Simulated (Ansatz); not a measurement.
# CH6ClSi2 (SMILES C[Si]([SiH3])Cl) at UPBE0/def2-SVP

Aim: the vertical doublet–quartet gap of CH6ClSi2 at UPBE0/def2-SVP, from 2 runs. 

The calculation is run with Ansatz 0.2.0.

44 further runs of the same task are left out: 44 set aside as unsound or not needed.

**1. The system as given**

CH6ClSi2: 10 atoms, total charge 0, spin state doublet. As SMILES, `C[Si]([SiH3])Cl`. The shape is that of a PBE0-D4/def2-TZVP optimisation.

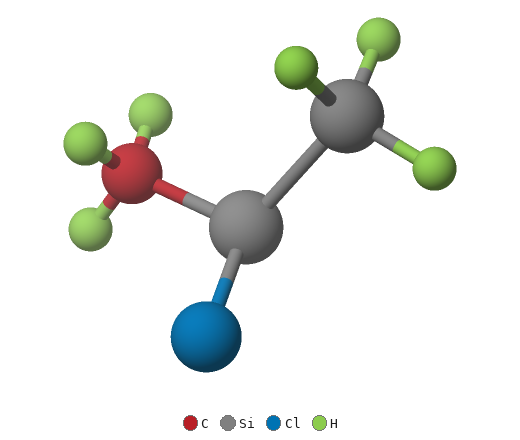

The structure, seen from a chosen angle (carbon red, silicon grey, chlorine blue, hydrogen green).

**2. A single-point energy at UPBE0/def2-SVP**

Input file in.yaml:

```yaml
crystal:
  periodic: [false, false, false]
  atoms:
    - {symbol: C, position_ang: [-0.817600, 1.375900, -0.759000]}
    - {symbol: Si, position_ang: [-0.393400, -0.447400, -0.745400]}
    - {symbol: Si, position_ang: [1.253500, -1.073900, 0.791400]}
    - {symbol: Cl, position_ang: [-2.123100, -1.512600, -0.330000]}
    - {symbol: H, position_ang: [0.078700, 1.966200, -0.965000]}
    - {symbol: H, position_ang: [-1.223500, 1.680800, 0.209700]}
    - {symbol: H, position_ang: [-1.561600, 1.592100, -1.528300]}
    - {symbol: H, position_ang: [1.490500, -2.535600, 0.676400]}
    - {symbol: H, position_ang: [0.871400, -0.750900, 2.195100]}
    - {symbol: H, position_ang: [2.508200, -0.345800, 0.457800]}
basis:
  gaussian:
    orbitals: def2-SVP
magnetization:
  spin_polarized: true
  initial_magnetization: 1
hamiltonian:
  xc: {name: PBE0}
accuracy: high
output:
  orbitals: {seedname: orbitals}
```

The run is started by

```
ansatz run in.yaml --threads 1 --pin off --max-ram 3480MiB --events-out events.jsonl --progress --plain --runs-dir runs
```

Standard output:

```text
Warning: RAYON_NUM_THREADS=1 ignored (pool sized by the plan → 1); use --threads N
Functional definition: PBE0
  name "PBE0"
  parameter a = 0.25
  parameter kappa = 0.804
  parameter beta = 0.06672455060314922
  exchange = (1 - a)*pbe_x(kappa = kappa, mu = beta*pi^2/3) + a*exact_x
  correlation = pbe_c(beta = beta)
2141 factors; integrals over basis functions are off by at most 2.1e-8 eV
mean field evaluation 1: about -29386.8559 eV, gradient 2.9e1 eV
mean field evaluation 2: about -29385.2127 eV, gradient 3.2e1 eV
mean field evaluation 4: about -29391.0183 eV, gradient 9.7e-1 eV
mean field evaluation 8: about -29391.2085 eV, gradient 1.3e-1 eV
mean field evaluation 16: about -29391.2086 eV, gradient 2.4e-4 eV
mean field -29391.20862765 eV, -1080.1069949894 hartree, gradient 5.1e-8 eV, S^2 0.752729; 0 other end points of the search recorded, 0 dependent functions left out
reference -29391.20863034 eV, -1080.1069950882 hartree; 29, 28 occupied and 69, 70 virtual orbitals, 2141 factors
Total energy: -29391.20863034 eV, -1080.1069950882 hartree
```

It took 21 s on 1 thread of Arm Neoverse V2, shared host; peak memory 0.53 GiB.

**3. The quartet, same level**

in.yaml, as its differences from that of step 2:

```diff
@@ -14,11 +14,6 @@
 basis:
-  gaussian:
-    orbitals: def2-SVP
-magnetization:
-  spin_polarized: true
-  initial_magnetization: 1
-hamiltonian:
-  xc: {name: PBE0}
+  gaussian: {orbitals: def2-SVP}
+magnetization: {spin_polarized: true, initial_magnetization: 3}
+hamiltonian: {xc: pbe0}
 accuracy: high
-output:
-  orbitals: {seedname: orbitals}
+output: {orbitals: {seedname: orbitals}}
```

The run is started by

```
ansatz run in.yaml --threads 1 --pin off --max-ram 3480MiB --events-out events.jsonl --progress --plain --runs-dir runs
```

Standard output:

```text
Warning: RAYON_NUM_THREADS=1 ignored (pool sized by the plan → 1); use --threads N
Functional definition: PBE0
  name "PBE0"
  parameter a = 0.25
  parameter kappa = 0.804
  parameter beta = 0.06672455060314922
  exchange = (1 - a)*pbe_x(kappa = kappa, mu = beta*pi^2/3) + a*exact_x
  correlation = pbe_c(beta = beta)
2141 factors; integrals over basis functions are off by at most 2.1e-8 eV
mean field evaluation 1: about -29378.9697 eV, gradient 3.1e1 eV
mean field evaluation 2: about -29372.2351 eV, gradient 4.5e1 eV
mean field evaluation 4: about -29384.8739 eV, gradient 2.9e0 eV
mean field evaluation 8: about -29385.1912 eV, gradient 4.7e-1 eV
mean field evaluation 16: about -29385.1982 eV, gradient 9.3e-3 eV
mean field evaluation 32: about -29385.1982 eV, gradient 7.0e-6 eV
mean field -29385.19817118 eV, -1079.8861147881 hartree, gradient 5.4e-8 eV, S^2 3.753714; 2 other end points of the search recorded, 0 dependent functions left out
reference -29385.19817388 eV, -1079.8861148875 hartree; 30, 27 occupied and 68, 71 virtual orbitals, 2141 factors
Total energy: -29385.19817388 eV, -1079.8861148875 hartree
```

Run time: 34 s. Hardware: 1 thread of Arm Neoverse V2, shared host; peak memory 0.53 GiB.

**4. Results**

Level: UPBE0/def2-SVP.

| quantity | value |
| --- | --- |
| doublet: total energy | -1080.10700 Eh |
| doublet: HOMO energy (highest over α and β) | -5.86 eV |
| doublet: LUMO energy (lowest over α and β) | -2.48 eV |
| doublet: ⟨S²⟩ | 0.753 |
| quartet: total energy | -1079.88611 Eh |
| quartet: HOMO energy (highest over α and β) | -2.20 eV |
| quartet: ⟨S²⟩ | 3.754 |
| vertical energy of the quartet above the doublet | 6.010 eV |

**Reading.** At this shape the quartet lies 6.01 eV (139 kcal/mol) above the doublet.
